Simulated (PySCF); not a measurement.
```yaml
atoms:
  - { symbol: Sn, position_ang: [0.0000, 0.0000, -0.2243] }
  - { symbol: O, position_ang: [0.0000, 0.0000, 1.6817] }
```

Core potentials replace the inner electrons of Sn.

These are results of PBE0/aug-cc-pVDZ(-PP), non-relativistic Hamiltonian with scalar-relativistic core potentials where named, at a bond length of 1.906 Å (PySCF 2.14.0), not measurements.

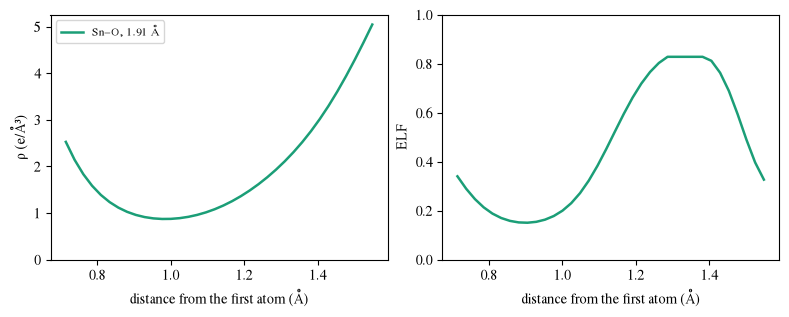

SnO (charge −1, doublet). Electron density and ELF along straight lines between neighbouring atoms. The curves leave out the atomic cores.

Q: What can be read from the curves?

A: Sn–O (1.91 Å): the density is about 0.88 e/Å³ at the midpoint; the ELF peaks at about 0.85 in the valence shell of O, 0.6 Å from its nucleus, and drops to about 0.15 between the two atoms.
